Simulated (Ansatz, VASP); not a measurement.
**Au (Gold): VASP beside Ansatz**

Wanted: the spread between two codes on one cell, functional and k mesh.

Method: plane waves, with VASP 6.6.1 beside it; relaxation of cell and atoms at PBEsol, in Ansatz 0.2.0.

The database entry behind the starting cell differs from later determinations by our own check (about 0.15 % short), so it need not match the best structure at ambient conditions.

## (1) Starting point

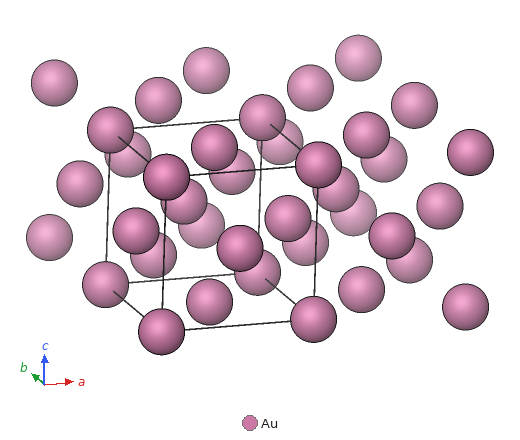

The starting structure, seen slightly off an axis (gold pink). 2×2×1 cells are drawn. This picture shows the conventional cell, with its axes. Some periodic images of atoms are drawn too.

Structure file:

```cif
data_structure
_symmetry_space_group_name_H-M 'P 1'
_symmetry_Int_Tables_number 1
_cell_length_a 2.8793
_cell_length_b 2.8793
_cell_length_c 2.8793
_cell_angle_alpha 60.000
_cell_angle_beta 60.000
_cell_angle_gamma 60.000
_cell_volume 16.88
loop_
_atom_site_label
_atom_site_type_symbol
_atom_site_fract_x
_atom_site_fract_y
_atom_site_fract_z
_atom_site_occupancy
Au1 Au 0.00000 0.00000 0.00000 1
```

## (2) VASP: relaxation of cell and atoms, PBEsol

The relaxed volume is the usual yardstick between codes: its relative difference is about their pressure difference at one cell divided by the bulk modulus.

Lines of VASP's logs that name or quote its potential files are left out, and so is its time.

Contents of INCAR:

```
SYSTEM = Au
PREC = Accurate
ENCUT = 400
EDIFF = 1E-06
NELM = 100
ISMEAR = 1
SIGMA = 0.2
LREAL = .FALSE.
ALGO = Normal
GGA = PS
NBANDS = 11
LASPH = .TRUE.
LORBIT = 11
LWAVE = .FALSE.
LCHARG = .FALSE.
KPAR = 2
IBRION = 2
NSW = 60
ISIF = 3
EDIFFG = -0.01
```

Contents of POSCAR:

```
Au
1.0
    0.0000000000      2.0360000000      2.0360000000
    2.0360000000      0.0000000000      2.0360000000
    2.0360000000      2.0360000000      0.0000000000
Au
1
Direct
    0.0000000000      0.0000000000      0.0000000000
```

Contents of KPOINTS:

```
Automatic mesh
0
Gamma
9 9 9
0 0 0
```

PAW data sets: Au (PBE family, release 64).

Run with:

```sh
$ mpirun -np 2 vasp_std
```

Numbers of over 12 decimals in the logs are rounded to 6 here.

The program printed:

```text
[banner, memory and clock lines left out]
running    2 mpi-ranks, on    1 nodes
 distrk:  each k-point on    1 cores,    2 groups
 distr:  one band on    1 cores,    1 groups

 POSCAR found type information on POSCAR Au
 POSCAR found :  1 types and       1 ions
|                                                                             |
|               ----> ADVICE to this user running VASP <----                  |
|                                                                             |
|     You enforced a specific xc type in the INCAR file but a different       |
|     [... a line on the potential file left out ...]
|     I HOPE YOU KNOW WHAT YOU ARE DOING!                                     |
|                                                                             |

 LDA part: xc-table for (Slater+PW92), standard interpolation
 POSCAR, INCAR and KPOINTS ok, starting setup
 FFT: planning ... GRIDC
 FFT: planning ... GRID_SOFT
 FFT: planning ... GRID
 WAVECAR not read
 entering main loop
       N       E                     dE             d eps       ncg     rms          rms(c)
DAV:   1     0.346141631867E+02    0.34614E+02   -0.48677E+03   890   0.704E+02
DAV:   2    -0.388317474700E+01   -0.38497E+02   -0.36014E+02   857   0.162E+02
DAV:   3    -0.428220493650E+01   -0.39903E+00   -0.39890E+00   875   0.160E+01
DAV:   4    -0.428345949545E+01   -0.12546E-02   -0.12545E-02   860   0.107E+00
DAV:   5    -0.428346823227E+01   -0.87368E-05   -0.87372E-05   866   0.835E-02    0.981E+00
DAV:   6    -0.397295307310E+01    0.31052E+00   -0.89702E-01   803   0.799E+00    0.608E+00
DAV:   7    -0.395085788917E+01    0.22095E-01   -0.71024E-02   875   0.222E+00    0.291E+00
DAV:   8    -0.394784782681E+01    0.30101E-02   -0.12203E-03   821   0.338E-01    0.248E-01
DAV:   9    -0.394784150837E+01    0.63184E-05   -0.27125E-05   863   0.420E-02    0.149E-02
DAV:  10    -0.394784391851E+01   -0.24101E-05   -0.13917E-06   854   0.103E-02    0.953E-04
DAV:  11    -0.394784398418E+01   -0.65674E-07   -0.26441E-08   448   0.130E-03
   1 F= -.39478440E+01 E0= -.39483942E+01  d E =-.394784E+01
 curvature:   0.00 expect dE= 0.000E+00 dE for cont linesearch  0.000E+00
 trial: gam= 0.00000 g(F)=  0.125E-63 g(S)=  0.237E-02 ort = 0.000E+00 (trialstep = 0.100E+01)
 search vector abs. value=  0.237E-02
 bond charge predicted
       N       E                     dE             d eps       ncg     rms          rms(c)
DAV:   1    -0.398778121110E+01   -0.39937E-01   -0.77787E-01   806   0.860E+00    0.120E+00
DAV:   2    -0.394878010356E+01    0.39001E-01   -0.11695E-01   800   0.285E+00    0.536E-01
DAV:   3    -0.394692018569E+01    0.18599E-02   -0.77708E-03   857   0.715E-01    0.384E-01
DAV:   4    -0.394689127566E+01    0.28910E-04   -0.25542E-04   809   0.110E-01    0.155E-02
DAV:   5    -0.394689248789E+01   -0.12122E-05   -0.67551E-06   896   0.190E-02    0.181E-03
DAV:   6    -0.394689254610E+01   -0.58209E-07   -0.29291E-07   521   0.379E-03
   2 F= -.39468925E+01 E0= -.39470170E+01  d E =0.951438E-03
 trial-energy change:    0.000951  1 .order    0.000902   -0.002371    0.004175
 step:   0.3519(harm=  0.3622)  dis= 0.00000  next Energy=    -3.948259 (dE=-0.415E-03)
 bond charge predicted
       N       E                     dE             d eps       ncg     rms          rms(c)
DAV:   1    -0.396550806239E+01   -0.18616E-01   -0.32627E-01   803   0.555E+00    0.782E-01
DAV:   2    -0.394895577271E+01    0.16552E-01   -0.50103E-02   797   0.186E+00    0.316E-01
DAV:   3    -0.394825159996E+01    0.70417E-03   -0.30029E-03   857   0.443E-01    0.223E-01
DAV:   4    -0.394826021317E+01   -0.86132E-05   -0.13364E-04   809   0.701E-02    0.111E-02
DAV:   5    -0.394826008685E+01    0.12632E-06   -0.13064E-06   836   0.976E-03
   3 F= -.39482601E+01 E0= -.39486074E+01  d E =-.416103E-03
 curvature:  -0.18 expect dE=-0.237E-06 dE for cont linesearch -0.237E-06
 trial: gam= 0.00000 g(F)=  0.199E-62 g(S)=  0.131E-05 ort =-0.558E-04 (trialstep = 0.870E+00)
 search vector abs. value=  0.131E-05
 reached required accuracy - stopping structural energy minimisation
```

Parts of OUTCAR (step 2):

```text
ion  position               nearest neighbor table
   1  0.000  0.000  0.000-

  LATTYP: Found a face centered cubic cell.
 ALAT       =     4.0720000000

 Subroutine GETGRP returns: Found 48 space group operations
 (whereof 48 operations were pure point group operations)

The static configuration has the point symmetry O_h .

 Found     35 irreducible k-points:

   k-points           NKPTS =     35   k-points in BZ     NKDIM =     35   number of bands    NBANDS=     11

   dimension x,y,z NGX =    20 NGY =   20 NGZ =   20
   dimension x,y,z NGXF=    40 NGYF=   40 NGZF=   40

   ENCUT  =  400.0 eV  29.40 Ry    5.42 a.u.   4.70  4.70  4.70*2*pi/ulx,y,z

   NELECT =      11.0000    total number of electrons

 k-points in reciprocal lattice and weights: Automatic mesh
   0.00000000  0.00000000  0.00000000       0.001
   0.11111111  0.00000000  0.00000000       0.011
   0.22222222  0.00000000  0.00000000       0.011
   0.33333333  0.00000000  0.00000000       0.011
   0.44444444  0.00000000  0.00000000       0.011
   0.11111111  0.11111111  0.00000000       0.008
   0.22222222  0.11111111  0.00000000       0.033
   0.33333333  0.11111111  0.00000000       0.033
   0.44444444  0.11111111  0.00000000       0.033
[...]
-0.33333333  0.44444444  0.11111111       0.033
  -0.33333333  0.44444444  0.22222222       0.033

 average (electrostatic) potential at core
       1 -64.0288

 E-fermi :   9.2301

 k-point     1 :       0.0000    0.0000    0.0000
  band No.  band energies     occupation
    ...
      2       4.6412      2.00000
      3       4.6412      2.00000
      4       4.6412      2.00000
      5       6.1785      2.00000
      6       6.1785      2.00000
      7      23.8270      0.00000
      8      27.8359      0.00000
      9      27.8359      0.00000
     10      27.8359      0.00000
     11      32.7119      0.00000

 k-point     2 :       0.1111    0.0000    0.0000
  band No.  band energies     occupation
    ...
      2       4.5123      2.00000
      3       4.7778      2.00000
      4       4.7778      2.00000
      5       6.1252      2.00000
      6       6.1252      2.00000
      7      24.2544      0.00000
      8      25.6381      0.00000
      9      28.3340      0.00000
     10      28.3340      0.00000
     11      33.1204      0.00000

 k-point     3 :       0.2222    0.0000    0.0000
  band No.  band energies     occupation
    ...
      2       4.4100      2.00000
      3       4.9362      2.00000
      4       4.9362      2.00000
      5       6.2344      2.00000
      6       6.2344      2.00000
      7      21.5509      0.00000
      8      25.0140      0.00000
      9      29.2837      0.00000
     10      29.2837      0.00000
     11      31.0092      0.00000

  Total       -0.0030106     -0.0030106     -0.0030106     -0.0000000      0.0000000      0.0000000
  in kB       -0.2839089     -0.2839089     -0.2839089     -0.0000000      0.0000000      0.0000000
  external PRESSURE =      -0.2839089 kB  Pullay stress =       0.0000000 kB

  energy-cutoff  :      400.00
  volume of cell :       16.99
      direct lattice vectors                 reciprocal lattice vectors
    -0.000000000  2.040423608  2.040423608    -0.245047155  0.245047155  0.245047155
     2.040423608 -0.000000000  2.040423608     0.245047155 -0.245047155  0.245047155
     2.040423608  2.040423608 -0.000000000     0.245047155  0.245047155 -0.245047155

 POSITION                                       TOTAL-FORCE (eV/Angst)
 -----------------------------------------------------------------------------------
      0.00000      0.00000     -0.00000         0.000000      0.000000      0.000000
 -----------------------------------------------------------------------------------
    total drift:                                0.000000     -0.000000      0.000000

  FREE ENERGIE OF THE ION-ELECTRON SYSTEM (eV)
  ---------------------------------------------------
  free  energy   TOTEN  =        -3.9482600868 eV

  energy  without entropy=       -3.9493019923  energy(sigma->0) =       -3.94860739

 reached required accuracy - stopping structural energy minimisation

 total charge
# of ion       s       p       d       tot
------------------------------------------
    1        0.537   0.359   8.753   9.649

[... 3 further parts left out ...]
```

CONTCAR:

```
Au
   1.00000000000000
    -0.0000000000000000    2.0404236080178335    2.0404236080178335
     2.0404236080178335   -0.0000000000000000    2.0404236080178335
     2.0404236080178335    2.0404236080178335   -0.0000000000000000
  Au
     1
Direct
     0.0000000000000000    0.0000000000000000    0.0000000000000000
```

## (3) Ansatz: relaxation of cell and atoms, PBEsol

Ansatz runs on its default PAW (the set named soft_2) files.

The same cell, functional, mesh and smearing now go to Ansatz, which takes its cutoff from its data sets.

Contents of input.yaml:

```yaml
crystal:
  lattice:
    - [0.0, 2.036, 2.036]
    - [2.036, 0.0, 2.036]
    - [2.036, 2.036, 0.0]
  atoms:
    - { symbol: Au, position: [0.0, 0.0, 0.0] }
hamiltonian:
  xc: pbesol
  pseudopotentials: { kind: paw }
kpoints:
  mp_grid: { grid: [9, 9, 9] }
scf:
  occupations: { method: methfessel_paxton, width: 0.2 }
relax:
  f_tol: 0.01
  max_steps: 60
  cell: { stress_tol: 0.05 }
output:
  forces: true
  stress: true
```

Run with:

```sh
$ ansatz run input.yaml --threads 4 --pin off --max-ram 9216MiB --backend cpu --events-out ev --progress --plain --runs-dir out
```

The program printed:

```text
Engine: ansatz 0.2.0, x86_64-unknown-linux-gnu
Pseudopotentials: kind: paw
Pseudopotential: Au, paw, valence charge 19, recommended cutoff 420 eV (normal), Au.paw.azcp
Functional definition: PBEsol
  exchange = pbesol_x
  correlation = pbesol_c
Crystal: 1 atoms, lattice volume = 16.880 Å³
Basis set: ecut = 420 eV, 331 PW (Γ), exchange–correlation on 40×40×40 points (8 copies of the dense FFT grid, shifted against one another)
Bands: 14, of which v1, the nominal top of the filled ones, is band 10 counted from 1 (9 counted from 0)
Symmetry: 48 space group operations
Space group: Fm-3m (ITA 225), of the structure as read, at distance tolerance 2.6e-5 Å
k-points: 35 of 729
Non-local potential: Au, projectors of the file, l = 0: 3, l = 1: 2, l = 2: 2, l = 3: 1
PAW form: soft (Blöchl's): semilocal exchange-correlation on the pseudo side does not see the compensation charge
PAW frozen core: Au, regenerated for the run's functional, and the local potential with it (the file was generated under x = pbe(κ = 0.804, μ = 0.219515), c = pbe(β = 0.066725))
PAW one-centre angular grid: Au, 590 points (default); XC on 64 Gauss nodes
Initial density: superposition of atomic densities (neutral atoms: chi_scale 0, normalization atom), corrected by the library's trained network
Initial wavefunctions: pseudopotential atomic-orbital guess
Functional: x = pbesol(κ = 0.804, μ = 0.123457), c = pbesol(β = 0.046)
SCF iter   1: F=—  HF=-13007.124469 eV  |F-HF|=—  |Δ(HF+E_count)|=         —  Δρ=5.77e-3  dr2=4.92e-3  ethr=1.77e-3  ⟨swp⟩=4.1  Hψ=2305  notcnv=0
preconditioner: auto → none  [insulator: Δε(μ)=0.358 eV  Ē_g=16.061 eV  σ=0.200 eV  W_gap=1.01  n_scr=8 (ndim 8)  ℏωp=30.0 eV  f_vac=0.000  D(μ)=0.05/eV (n_scr^D=0)  ε∞_Penn≈4.5]
SCF iter   2: F=—  HF=-13007.123266 eV  |F-HF|=—  |Δ(HF+E_count)|=   1.20e-3  S|Δr|=    0.00e0  Δρ=1.96e-3  dr2=3.15e-4  ethr=2.59e-5  ⟨swp⟩=2.3  Hψ=920  notcnv=0
SCF iter   3: F=—  HF=-13007.123179 eV  |F-HF|=—  |Δ(HF+E_count)|=   8.69e-5  S|Δr|=    0.00e0  Δρ=8.47e-4  dr2=2.88e-5  ethr=1.66e-6  ⟨swp⟩=2.3  Hψ=719  notcnv=0
SCF iter   4: F=—  HF=-13007.123179 eV  |F-HF|=—  |Δ(HF+E_count)|=   3.37e-7  S|Δr|=    0.00e0  Δρ=7.25e-5  dr2=1.88e-7  ethr=1.52e-7  ⟨swp⟩=2.7  Hψ=653  notcnv=0
SCF iter   5: F=-13007.123179 eV  HF=-13007.123179 eV  |F-HF|=8.95e-10  |Δ(HF+E_count)|=   2.35e-7  S|Δr|=    0.00e0  Δρ=6.25e-6  dr2=1.54e-9  ethr=5.26e-10  ⟨swp⟩=4.0  Hψ=1489  notcnv=0
SCF 1 converged in 5 iterations: F = -13007.123179 eV  dr2 = 1.54e-9
  greatest PAW one-centre occupation: 1.001 electrons in one spin orbital (limit 2), on the Au atom at site 0 (counted from 0), in its partial waves of l = 0
relax step   1: F+E_penalty+E_count = -13007.12317937 eV  Δ(F+E_penalty+E_count) = +0.000e0 eV  max|allowed force component| = 0.000e0 eV/Å  Δτ_max = 0.0000 Å  P = +1.481 GPa  Ω = 16.880 Å³  (5 SCF iters, dr2 threshold 1.00e-7 eV, accepted)
[...]
relax step   2: F+E_penalty+E_count = -13007.12151926 eV  Δ(F+E_penalty+E_count) = +1.660e-3 eV  max|allowed force component| = 0.000e0 eV/Å  Δτ_max = 0.0000 Å  P = -2.619 GPa  Ω = 17.280 Å³  energy of the carried Pulay correction = -1.156e-4 eV  (5 SCF iters, dr2 threshold 1.00e-7 eV, rejected (line search))
[...]
relax step   3: F+E_penalty+E_count = -13007.12377541 eV  Δ(F+E_penalty+E_count) = -5.960e-4 eV  max|allowed force component| = 0.000e0 eV/Å  Δτ_max = 0.0000 Å  P = -0.033 GPa  Ω = 17.022 Å³  energy of the carried Pulay correction = -4.142e-5 eV  (7 SCF iters, accepted)
[...]
relax step   4: F+E_penalty+E_count = -13007.12382291 eV  Δ(F+E_penalty+E_count) = -4.751e-5 eV  max|allowed force component| = 0.000e0 eV/Å  Δτ_max = 0.0000 Å  P = -0.036 GPa  Ω = 17.022 Å³  stress off target by 3.64e-2 GPa  SCF on the basis re-selected at this cell (its energy is not comparable with the rows above)  (4 SCF iters)
basis re-selected at this cell: Δ(F+E_penalty+E_count) = -4.751e-5 eV, ΔP = -0.003 GPa vs the last step (what re-selecting the basis moved, of the pressure what is left beyond the Pulay correction that the steps carried, after the strain that the cell walked since its last selection, with what the two solves' SCF thresholds leave and, on support functions, any second-order correction that the steps lacked; it is no measure of the basis error at this ecutwfc). This SCF's stress stands 3.64e-2 GPa from its target on what of the cell is left free (relax.cell.stress_tol is 5.00e-2 GPa) and its largest allowed force component is 0.00e0 eV/Å (relax.f_tol is 1.00e-2 eV/Å): [rest of the remark cut]
SCF converged after 4 iterations
Stability not checked: this state was not tested for a lower state beside it, because cold or Methfessel-Paxton smearing, or corrected tetrahedra, fill the levels in a way that the test cannot read (fill_not_monotonic; see scf.lower_state_search)
Free energy (F): -13007.123823 eV
Harris-Foulkes:  -13007.123823 eV  (|F-HF|=1.09e-11)
Internal energy: -13007.125413 eV  (E = F + TS)
E sigma→0 (E₀):  -13007.124221 eV
Entropy (-TS):   0.001591 eV (1.591 meV/atom)
Fermi energy:    20.332410 eV
--- Per-component energies (eV) ---
  E_band       = -209.670108
  E_kinetic    = 604.716592
  E_local      = -1704.493106  (includes V_loc(G=0)·N_el)
  E_nonlocal   = 77.655303
  E_hartree    = 725.361958
  E_xc         = -226.624055
  E_vxc        = -274.664110  (∫ρ·V_xc dr)
  E_paw        = -9565.735347  (= ΣΔE_a)
  E_vpaw       = -363.610189  (= ΣTr[D̂ρ^β])
  E_aug_tail   = 0.001433  (compensation charges beyond the density's cutoff)
  E_ewald      = -2918.317671
  E_core_change = 0.309479  (= ΣΔE_core)
  E_smearing   = 0.001591  (= −TS)
  E_closure    = 0.000000  (closes the sum)
  Σ components = -13007.123823   (vs F -13007.123823, Δ=0.00e0)
--- Forces (eV/Å), atoms counted from 1 ---
  atom   1  Au    -0.00000000    -0.00000000     0.00000000
  max |Σ_I F_I| component: 7.29e-32 eV/Å
--- Stress (GPa, compression-positive) ---
       -0.036391      -0.000000       0.000000
       -0.000000      -0.036391      -0.000000
        0.000000      -0.000000      -0.036391
  P = ⅓ Tr σ = -0.0364 GPa (-0.364 kbar)
--- Relaxed structure (3 steps of the walk, 2 accepted, 1 SCFs on fresh bases) ---
  F+E_penalty+E_count = -13007.12382291 eV   max|allowed force component| = 0.000e0 eV/Å   (the final SCF, on the basis selected at the relaxed cell)
  cell:  # Å, volume = 17.0219 Å³
    - [0, 2.041704, 2.041704]
    - [2.041704, 0, 2.041704]
    - [2.041704, 2.041704, 0]
  atoms:
    - { symbol: Au, position: [0.0, 0.0, 0.0] }
```

Elapsed: 1.8 s, on 4 threads of Intel Xeon at 2.60GHz (Ice Lake), shared host; peak memory 0.34 GiB; 2.2 s of CPU time.

## (4) Side by side

Known differences besides the PAW data sets themselves: both relaxations stop at a tolerance, which leaves soft axes loose, and VASP keeps its plane-wave basis; the data sets hold 19 valence electrons in Ansatz (default PAW (the set named soft_2) files) and 11 in VASP; the cutoff is 420 eV in Ansatz and 400 eV in VASP; Ansatz makes its cores anew for this functional, VASP keeps those of its PBE data sets; Ansatz adds a Pulay correction to the stress that steers its cell, VASP none. Total energies have different zeros and are not compared.

Compared:

```
                                         quantity  Ansatz   VASP  difference
                                      volume (Å³)   17.02  16.99     +0.19 %
edge a after relaxation, in the typed setting (Å)   2.887  2.886     +0.06 %
```

The walks stopped with -0.04 GPa left in Ansatz and -0.03 GPa in VASP; each walk ends within a tolerance, so the volume difference is uncertain by about these residues over the bulk modulus, most in soft cells.

## (5) Results

```
difference in volume (relaxation of cell and atoms, PBEsol) : 0.19 %
```

**Reading.** The difference in volume is 0.19 % (relaxation of cell and atoms, PBEsol), within the 1.2 % picked in this series as the mark of a large difference, as far as the stopping tolerances let one tell. Differences of this kind measure data sets and numerical settings, not the functional's error against experiment.

[Lines on the potential files, build, host, timing and source positions are cut from VASP's logs without a mark.]

[Logs are printed without paths, hosts, clocks, repeated set-up lines and the standing remarks that a program may print on its own settings, such as how far it seeks lower states.]

[Hosts, paths, dates, database ids (printed as entryN), source tags and the programs' standing remarks are cut or masked in the printed files.]
